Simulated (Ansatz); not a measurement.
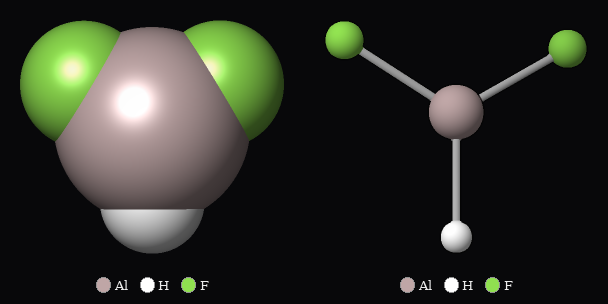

The same structure drawn twice, from different directions.

Description:

Formula AlF₂H. The point group is C2v. All atoms lie on one plane. Coordination: 1 Al trigonal planar.

More results for the same structure follow; atom numbers are the same in all pictures, views and colours differ. Computed geometry: PBE0-D4/def2-TZVP optimisation.

## Geometry

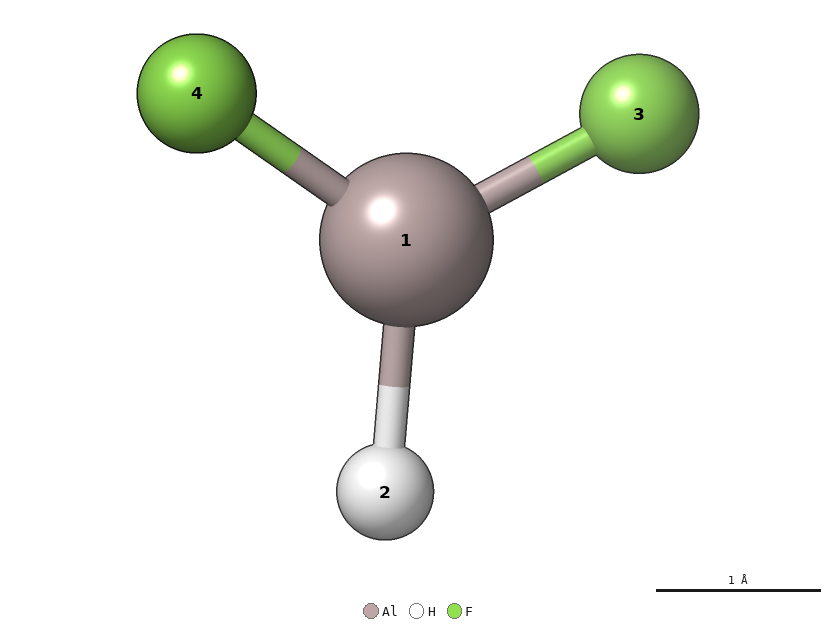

Atoms carry their numbers in the input.

List the bonds and their lengths.

```tsv
bond	length (Å)
Al1–H2	1.559
Al1–F3	1.639
Al1–F4	1.639
```

## Vibrations

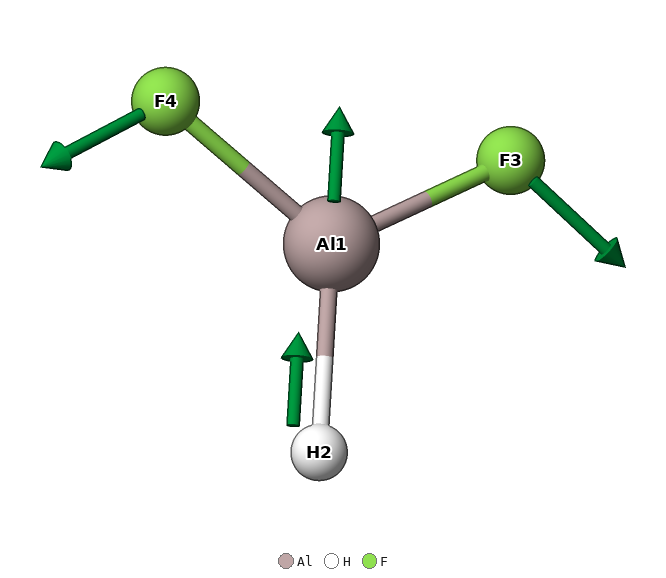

The arrows show one normal mode. Harmonic vibrations computed with RKS PBE0-D4/def2-TZVP (Ansatz 0.2.0) at a stationary point of the same level.

Describe the motion.

Mostly F–Al–F bending.

Estimate its harmonic wavenumber.

261 cm⁻¹; it is mode 1 of 6 counted from the lowest.

## Dipole moment

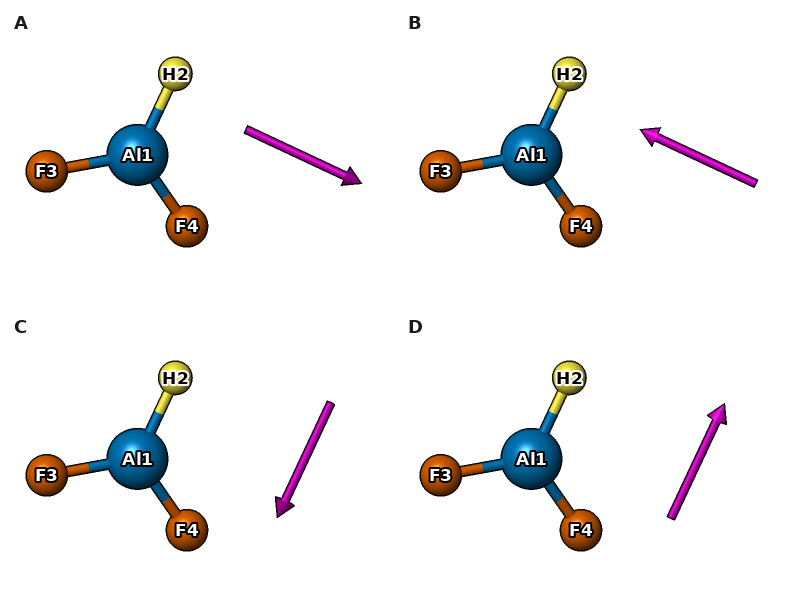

The same molecule four times, each with an arrow. Properties computed with RKS PBE0-D4/def2-TZVP (Ansatz 0.2.0).

Which arrow points along the dipole moment, from the negative to the positive end?

D. The dipole moment is 1.36 D; it points from the side of F3, F4 to the side of H2 (the outermost atoms at the two ends).

## Electronic properties

Properties computed with RKS PBE0-D4/def2-TZVPP (Ansatz 0.2.0).

Predict the main results.

- HOMO energy (Kohn–Sham orbital): −10.12 eV
- LUMO energy (Kohn–Sham orbital): −0.88 eV
- HOMO–LUMO gap: 9.25 eV

## Thermal motion

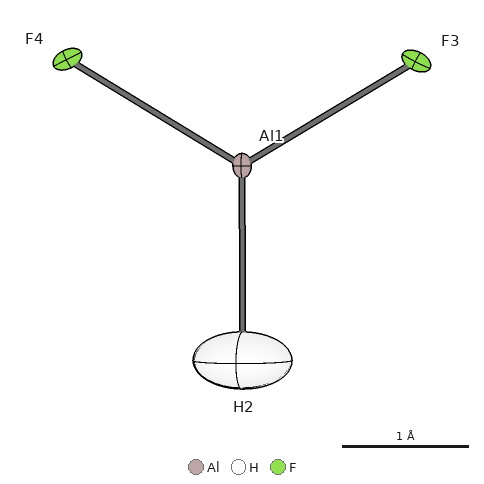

Displacement ellipsoids at the 50 % level, enlarged 1.5 times, from the internal vibrations of the free molecule (harmonic, no overall translation or rotation; no half-axis is drawn under 0.075 Å). Vibrations computed with RKS PBE0-D4/def2-TZVP (Ansatz 0.2.0). Temperature: 400 K.

Which atom moves most?

H2, with U_eq = 0.0244 Å².

Does H2 move more along its bond or across it?

Across it: the root-mean-square amplitude is 0.099 Å along the bond and up to 0.186 Å across, since bending and torsion are softer than stretching.

Give the displacement parameters, one line for each set of equivalent atoms.

```tsv
atom	U_eq (Å²)	rms amplitudes (Å)
Al1	0.00086	0.020, 0.020, 0.042
H2	0.0244	0.099, 0.171, 0.186
F3, F4	0.0012	0.009, 0.024, 0.054
```
